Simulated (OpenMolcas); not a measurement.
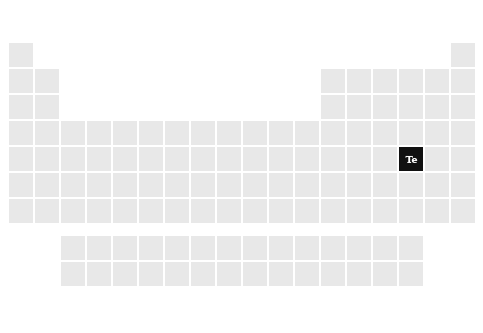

The place of tellurium in the periodic table.

Run report: Te⁵⁺, multiconfigurational calculation

- system: Te⁵⁺.
- method: state-averaged MS-RASPT2, IPEA shift 0.25, imaginary shift 0.1 hartree, semicore shells correlated, active space 1 electron in the shells 5s 5p 5d; RAS3 5d with at most 1 electron, basis ANO-R3, X2C scalar Hamiltonian, spin-orbit coupling by RASSI with atomic mean-field integrals (OpenMolcas)

### Input file
```
&GATEWAY
Coord
1

Te 0.0 0.0 0.0
Basis=ANO-R3
Group=XYZ
NoMove
AngMom=0.0 0.0 0.0
AMFI
&SEWARD
&RASSCF
FileOrb=start.orb
Symmetry=1
Spin=2
nActEl=1 0 0
Inactive=14 9
Ras2=1 3
CIRoot=1 1 1
SDav=1
CIMx=300
Iter=120 100
PrWF=0.3
OrbListing=Nothing
MaxOrb=0
Atom
>>> COPY $Project.JobIph JOBPRE
&RASSCF
FileOrb=start.orb
Symmetry=1
Spin=2
nActEl=1 0 1
Inactive=14 9
Ras2=1 3
Ras3=5 0
CIRoot=1 1 1
SDav=6
CIMx=300
Iter=120 100
PrWF=0.3
OrbListing=Nothing
MaxOrb=0
Thrs=2.0e-7 1.0e-1 5.0e-4
Atom
>>> COPY $Project.JobIph JOB001
&RASSCF
FileOrb=start.orb
Symmetry=2
Spin=2
nActEl=1 0 1
Inactive=14 9
Ras2=1 3
Ras3=5 0
CIRoot=3 3 1
SDav=3
CIMx=300
Iter=120 100
PrWF=0.3
OrbListing=Nothing
MaxOrb=0
Thrs=2.0e-7 1.0e-1 5.0e-4
Atom
>>> COPY $Project.JobIph JOB002
&RASSI
NrOfJobIphs=2 1 3
1
1 2 3
IphNames
JOB001
JOB002
EJob
SpinOrbit
DIPRint=1.0
SOCoupling=1000.0
Subsets=2
MEES
Property=10
'ANGMOM' 1 'ANGMOM' 2 'ANGMOM' 3 'MLTPL  1' 1 'MLTPL  1' 2 'MLTPL  1' 3
'AMFI' 1 'AMFI' 2 'AMFI' 3 'MLTPL  2' 6
SOProperty=3
'ANGMOM' 1 'ANGMOM' 2 'ANGMOM' 3
>>> COPY JOB001 $Project.JobIph
&CASPT2
Multistate=1 1
Frozen=9 9
IPEA=0.25
Imaginary=0.1
MaxIter=3
WThr=0.0 0.3 0.05
PrWF=0.5
NoMix
```

The file start.orb holds starting orbitals from an earlier step.

Hardware: 1 thread of Arm Neoverse V2, 24 GiB of memory available, shared host.

Run as:
```bash
OMP_NUM_THREADS=1 MOLCAS_MEM=2252 MOLCAS_PROJECT=a pymolcas a.inp > a.log  # once for each step of the input, in one work folder
```

### Log (extracts)
```
IT.      VJTU        VJTI        ATVX        AIVX        VJAI        BVAT        BJAT        BJAI        TOTAL       RNORM
-----------------------------------------------------------------------------------------------------------------------------
   1    -0.001312   -0.011221   -0.000000   -0.030889   -0.030671    0.000000   -0.028593   -0.346298   -0.448985    0.003620
   2    -0.001328   -0.011273   -0.000000   -0.031004   -0.030701    0.000000   -0.028675   -0.346359   -0.449340    0.000182
   3    -0.001329   -0.011274   -0.000000   -0.031006   -0.030698    0.000000   -0.028675   -0.346360   -0.449342    0.000014
  NOT CONVERGED AFTER MAX ITERATIONS.
-----------------------------------------------------------------------------------------------------------------------------
  FINAL CASPT2 RESULT:
      Reference energy:       -6785.5980460731
      E2 (Non-variational):      -0.4493416808
      Shift correction:          -0.0000697242
      E2 (Variational):          -0.4494114050
      Total energy:           -6786.0474574780
      Residual norm:              0.0000136554
      Reference weight:           0.95089
      Contributions to the CASPT2 correlation energy
      Active & Virtual Only:         -0.0000000000
      One Inactive Excited:          -0.0610093253
      Two Inactive Excited:          -0.3883323554
++ Denominators, etc.
--------------------------------------------------------------------------------------------------------------
 Report on small energy denominators, large coefficients, and large energy contributions.
CASE  SYMM ACTIVE-MIX  NON-ACTIVE INDICES          DENOMINATOR     RHS VALUE       COEFFICIENT     CONTRIBUTION
--
 ?mma_free_?D: error: double deallocate
 label: imma_2D
--- Stop Module: caspt2 at  /rc=-6 ---
.########################.
.# Non-zero return code #.
.########################.
```

### What the run reported

```tsv
quantity	value
outcome	ended with an error
wall time	1 s
```

### Diagnosis

One thing in this input was made wrong on purpose: few iterations. The run ended with an error; the driver noted: CASPT2 spin 2: -6.
